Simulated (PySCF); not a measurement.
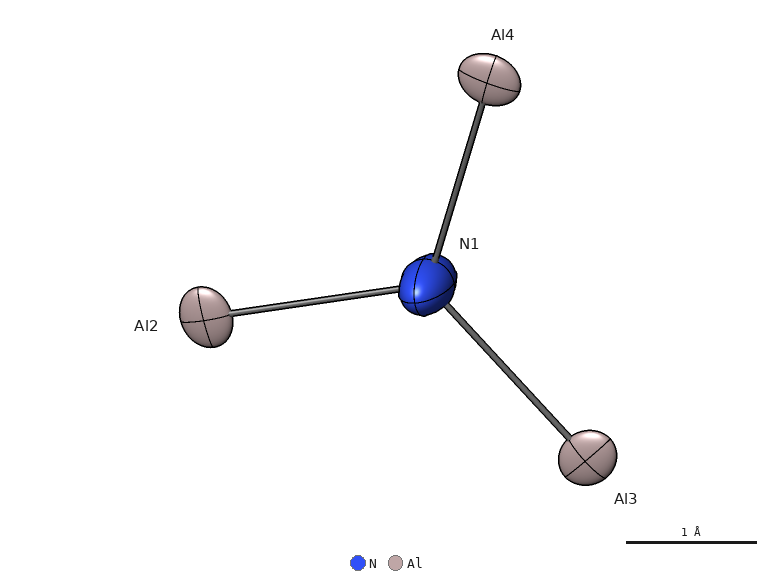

Displacement ellipsoids at the 50 % level, enlarged 2 times, from the internal vibrations of the free molecule (harmonic, no overall translation or rotation; no half-axis is drawn under 0.075 Å). Vibrations computed with RKS-based PBE0, N def2-TZVP, Al def2-TZVP; non-relativistic; density fitting (PySCF 2.14.0). Temperature: 400 K.

Give the displacement parameters, one line for each set of equivalent atoms.

```tsv
atom	U_eq (Å²)	rms amplitudes (Å)
N1	0.0083	0.068, 0.068, 0.125
Al2, Al3, Al4	0.0039	0.022, 0.068, 0.081
```
